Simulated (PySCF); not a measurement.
## Electronic structure of C$_{7}$H$_{11}$OPSi in real space

Input

```
{"job": {"kind": "nmr", "xc": "PBE0", "basis": "pcSseg-1"}, "charge": 0, "multiplicity": 1}
C      6.151690     0.566507     0.050600
C      4.996671     0.233341    -0.020912
C      3.691508    -0.138842    -0.095099
C      2.537862    -0.488048    -0.157659
C      1.142984    -0.854823    -0.226487
C      0.237249     0.376929    -0.209459
Si    -1.591490    -0.114667    -0.290293
P     -2.092199    -1.535406     1.386509
O     -2.373151     1.288121    -0.057713
C     -3.715114     1.460883     0.280327
H      7.157467     0.854903     0.110974
H      0.970147    -1.431409    -1.140648
H      0.902463    -1.497673     0.628282
H      0.435498     0.954075     0.695052
H      0.487220     1.019815    -1.052841
H     -1.940362    -0.678572    -1.608861
H     -1.473385    -2.637284     0.828627
H     -3.326245    -1.903655     0.876339
H     -3.851617     2.491936     0.605962
H     -4.355847     1.266031    -0.582829
H     -4.000268     0.784781     1.091569
```

Command:

```sh
OMP_NUM_THREADS=1 python probes_run.py task.json out
```

Geometry: GFN2-xTB.

The calculation used PySCF, PBE0/pcSseg-1, SCF density, gas phase, non-relativistic.

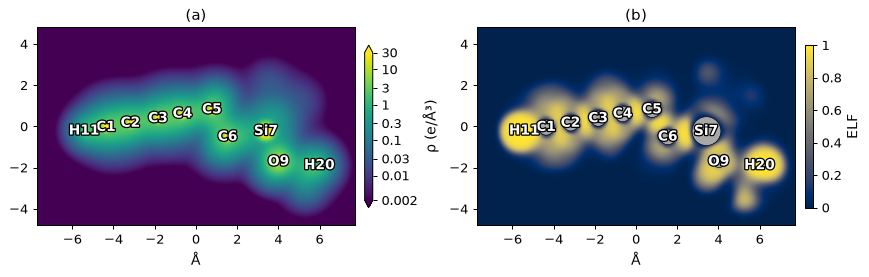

Figure 1. (a) total electron density; (b) ELF on the plane of atoms C4, C5 and C6. Grey discs cover the atomic cores in the ELF map.

**Describe what can be read from this map.**

Atoms in the plane: C, Si, O and H.
C–C (1.20 Å): ρ at the midpoint is about 2.7 e/Å³; the ELF peaks at about 0.85 between the atoms: a multiple bond.
Si–O (1.62 Å): ρ at the midpoint is about 1.2 e/Å³; the ELF peaks at about 0.85 between the atoms; a short, strongly polar bond.
C–Si (1.90 Å): ρ at the midpoint is about 0.95 e/Å³; the ELF peaks at about 0.95 between the atoms (a shared electron pair).
C–H (1.05 Å): ρ at the midpoint is about 2.1 e/Å³; the ELF climbs to about 1 towards the hydrogen, as it does in any bond to H: an ordinary covalent bond to hydrogen.
C–C (1.36 Å): the density is about 2.1 e/Å³ at the midpoint; the ELF peaks at about 0.95 between the atoms; localised, covalent bonding.
The ELF also peaks beside O9, away from the bonds: lone-pair regions.

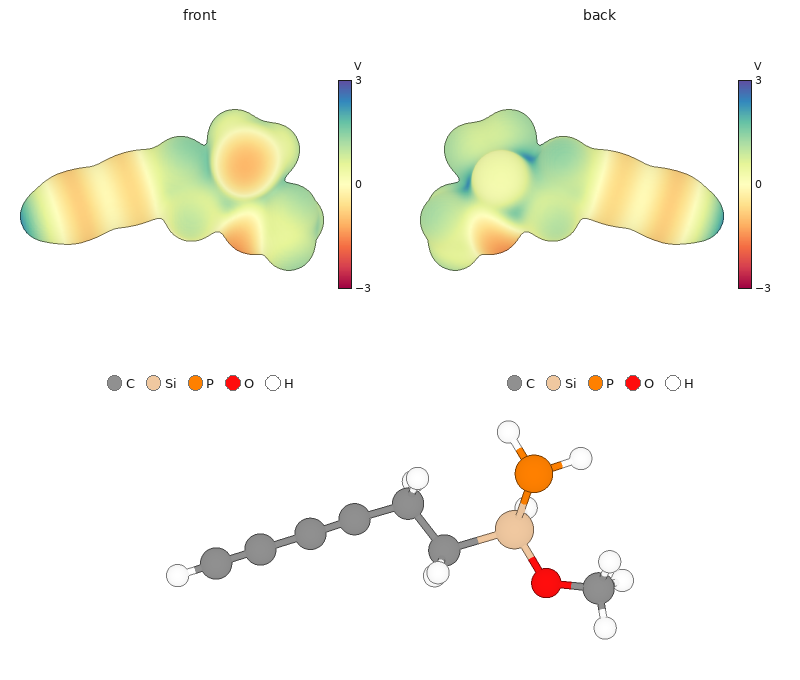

Figure 2. The molecular electrostatic potential painted on the density surface at 0.004 e/bohr³, seen from the front and from behind; red is negative and blue positive. The bare structure is drawn below in the same view.

**Describe the electrostatic potential map.**

The most negative region (about −1.3 V) lies over O9, the most positive (about +2.2 V) over Si7 and H11. O9 is the likeliest acceptor of a hydrogen bond.

**What dipole moment does the calculation give?**

Its dipole moment is 2.31 D.
